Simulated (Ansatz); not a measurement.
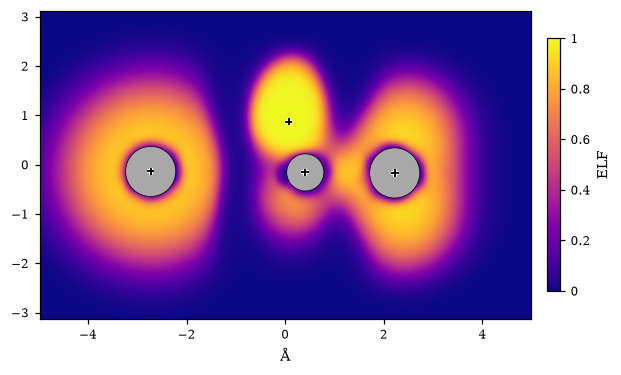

The ELF on a plane through atoms (crosses mark nuclei in the plane; grey discs cover the cores).

Level of theory: RKS PBE0-D4/def2-TZVPPD (Ansatz).

Candidates:
A. COS
B. Cl···CH$_{3}$Cl (charge −1)

Which candidate gave the map?

Candidate B: Cl···CH$_{3}$Cl on the plane of atoms Cl3, C2 and H5, which holds Cl, C and H. C2···Cl1 (3.14 Å): the ELF dips to about 0.05 between them (a non-bonded, intermolecular contact). C–Cl (1.81 Å): the ELF peaks at about 0.85 between the atoms, as expected for a covalent bond.
